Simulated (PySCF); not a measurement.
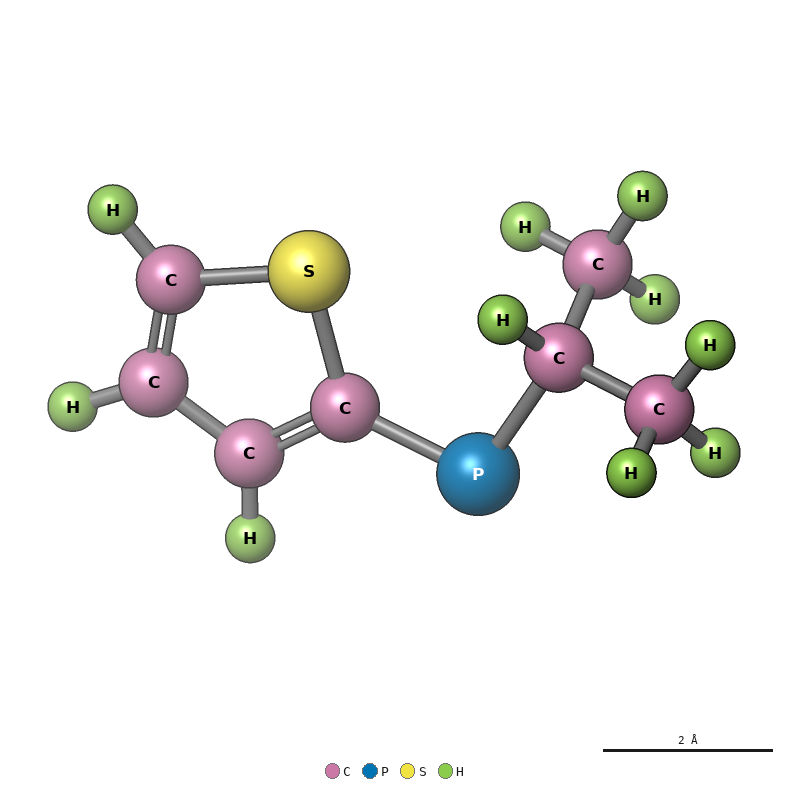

Atoms fade into the background with distance from the viewer. State: charge −1, singlet. The computed structure is the end point of a PBE0-D3(BJ)/def2-SVP optimisation. No frequency run is at hand to confirm it as a minimum. Masses are those of the most abundant isotopes; constants are for the rigid equilibrium geometry.

Classify the rotor and give the rotational constants (cm⁻¹).

An asymmetric top (C1): A = 0.0871, B = 0.0246, C = 0.0208 cm⁻¹. Ray's parameter κ is −0.88, close to the prolate limit.
